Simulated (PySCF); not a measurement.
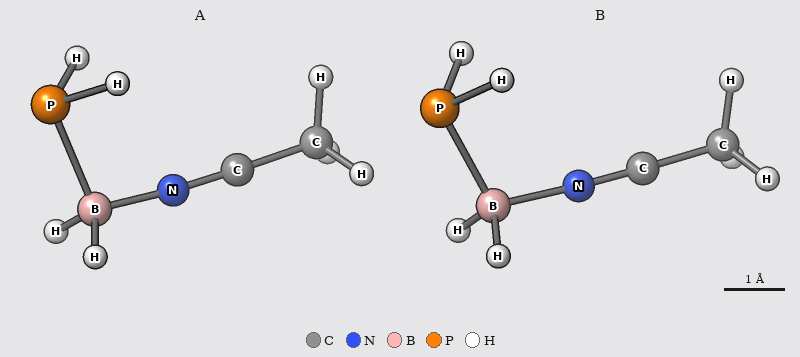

Two geometries of C2H7BNP, drawn at one scale. One is the start of a relaxation, the other its converged end. The picture is a ball-and-stick view, seen from a free direction.

Computed with PySCF 2.14.0, density-fitted response routines, PBE0-D3(BJ)/def2-SVP geometry optimisation, gas phase. 

Which one is relaxed?

Structure B is the relaxed one. The start comes from GFN2-xTB. Its atoms were then displaced at random by about 0.01 Å. After 5 geometry steps the energy has fallen by 0.305 eV. The largest move after the best rigid fit is that of an H atom, 0.31 Å. Largest moves by element: H 0.31 Å, P 0.20 Å, N 0.12 Å, C 0.12 Å, B 0.07 Å. Some distances before and after: B–N 1.402 → 1.523 Å, H–P 1.375 → 1.433 Å, B–H 1.184 → 1.221 Å, C–H 1.066 → 1.100 Å. Among the angles between lasting bonds that change: N–B–P 103.8° → 110.2°, N–B–H 111.1° → 106.7°, B–P–H 96.3° → 99.0°.
